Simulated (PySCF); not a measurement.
# Pt₂O₂: relaxation and vibrations of the singlet

Where does singlet Pt₂O₂ go from a rhombic ring start, is the end point a minimum, and what are its modes, charges and moments?

Program: PySCF 2.14.0. Level of theory: PBE0, basis Pt def2-TZVP with ECP60, O def2-TZVP, scalar-relativistic core potentials, no spin–orbit coupling, density fitting. These are calculated values, not measurements.

### 1 Starting geometry

4 atoms, charge 0, spin multiplicity 1.

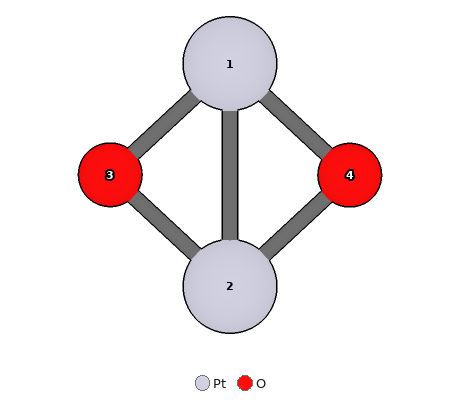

Start geometry, drawn with platinum light grey, oxygen red; atoms are numbered from 1 in the order of the file.

```xyz
4
charge 0 multiplicity 1
Pt    1.3446    0.0000    0.0000
Pt   -1.3446    0.0000    0.0000
O     0.0000    1.4419    0.0000
O     0.0000   -1.4419    0.0000
```

### 2 The SCF at the typed geometry

The steps below are one call of a driver around PySCF. For each, scf.py gives the equivalent set-up of the SCF; relaxations use the driver's own optimiser. After this first run the driver tries any further starts and a stability analysis.

Input file scf.py:

```python
from pyscf import gto, scf, dft
mol = gto.M(atom='''
Pt     1.344600     0.000000     0.000000
Pt    -1.344600     0.000000     0.000000
O      0.000000     1.441900     0.000000
O      0.000000    -1.441900     0.000000''',
    basis={'Pt': 'def2-TZVP', 'O': 'def2-TZVP'},
    ecp={'Pt': 'def2-TZVP'},
    charge=0, spin=0)
mf = dft.RKS(mol, xc='PBE0')
mf.grids.atom_grid = (50, 194)
aux = {'Pt': 'def2-universal-JKFIT', 'O': 'def2-universal-JKFIT'}
mf = mf.density_fit(auxbasis=aux)
mf.conv_tol = 1e-08
mf.diis_space = 10
mf.max_cycle = 60
mf.init_guess = 'minao'
mf.verbose = 4
mf.kernel()
```

Command:

```
> OMP_NUM_THREADS=4 python axn.py task.json out
```

The runs that follow: Relaxing the singlet from the rhombic ring start; Is it a minimum? Harmonic modes; Leaving the saddle point; Frequencies.

Before running it: what results should come out? Wanted: minimum; geometry; wavenumbers; dipole moment; highest occupied, lowest empty level; polar-tensor charge of Pt1; zero-point energy; atomisation energy.

As calculated:

| quantity | value |
| --- | --- |
| minimum | singlet, C2v |
| geometry | Pt–O 1.918 Å (×4), Pt–Pt 2.819 Å; O–Pt–O 81.2° (×2), O–Pt–Pt 42.7° (×4), Pt–O–Pt 94.6° (×2) |
| wavenumbers (cm⁻¹) | 100 (a1), 205 (a1), 553 (a2), 555 (b1), 575 (b2), 675 (a1) |
| dipole moment | 1.57 D |
| highest occupied, lowest empty level | -6.44, -3.42 eV |
| polar-tensor charge of Pt1 | +0.54 e |
| zero-point energy | 15.9 kJ/mol |
| entropy at 298.15 K | 330.3 J/(mol K) |
| atomisation energy (no zero-point energy) | 880 kJ/mol |

What this shows: The rhombic ring start (D2h) ends in a minimum of C2v symmetry, after a stop at a saddle point 2.5 kJ/mol higher, from which it was pushed off along an imaginary mode. The strongest infrared band lies at 555 cm⁻¹ (b1). Only this shape and spin were tried, so other structures or states may lie lower. With an element this heavy the missing spin–orbit coupling can shift these numbers.
